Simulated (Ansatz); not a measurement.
**B5H5 (charge −1, doublet): density, localisation and related maps**

```xyz
10

B     0.2090    0.6110    0.8448
B     0.6418   -0.7881   -0.1038
B     0.7452    0.8097   -0.7378
B    -0.8551   -0.6884    0.7417
B    -0.7578    0.0707   -0.7480
H     0.3653    1.3671    1.7799
H     1.3994   -1.7273   -0.2356
H     1.4793    1.4882   -1.4069
H    -1.5765   -1.3726    1.4188
H    -1.6506    0.2296   -1.5531
```

Geometry: PBE0-D4/def2-SVPD.

These are results of UKS PBE0-D4/def2-TZVPD in Ansatz 0.2.0, not measurements.

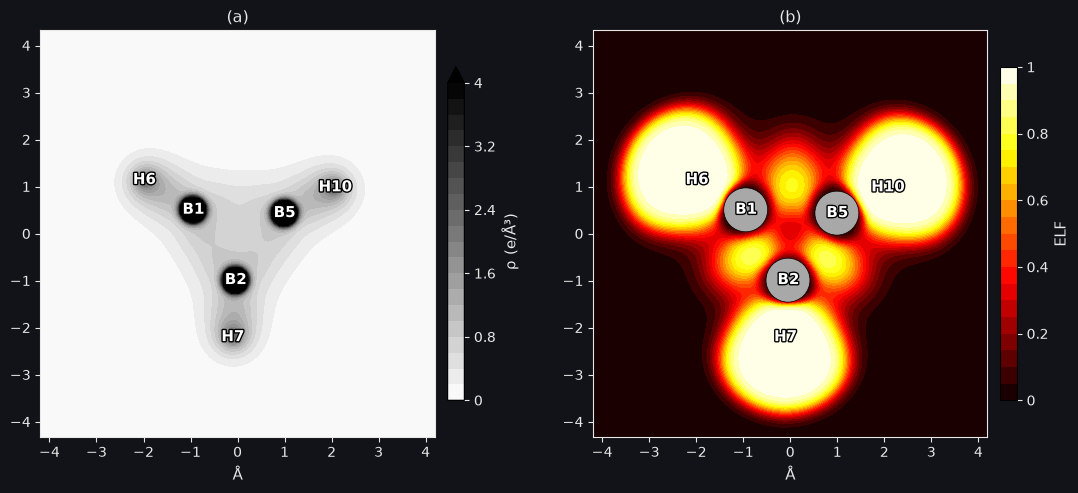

Figure 1. (a) electron density; (b) ELF on the plane of atoms B1, B2 and H7. Grey discs cover the atomic cores in the ELF map.

**What do the fields say about this system?**

- The plane passes through B and H nuclei.
- B–H (1.21 Å): ρ at the midpoint is about 1.1 e/Å³; the ELF climbs to about 1 towards the hydrogen, as it does in any bond to H (an ordinary covalent bond to hydrogen).
- B–B (1.74 Å): ρ is about 0.8 e/Å³ halfway; the ELF peaks at about 0.70 between the atoms.
- B–B (1.76 Å): ρ at the midpoint is about 0.78 e/Å³; the ELF peaks at about 0.70 between the atoms.

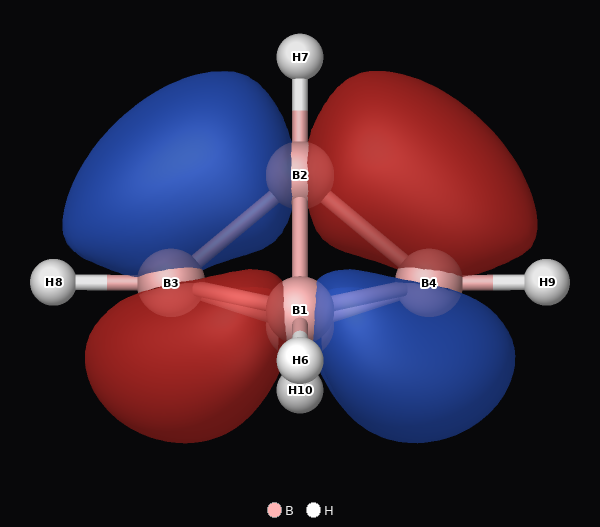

Figure 2. The HOMO (α) at ±0.1 Å⁻³ᐟ² (red and blue are the two phases), seen from one side.

**What is the character of this orbital?**

By Hirshfeld shares it lies mainly on B4 (about 25 %), B3 (about 25 %), B2 (about 20 %), B1 (about 10 %) and B5 (about 10 %). Its energy is −1.44 eV.
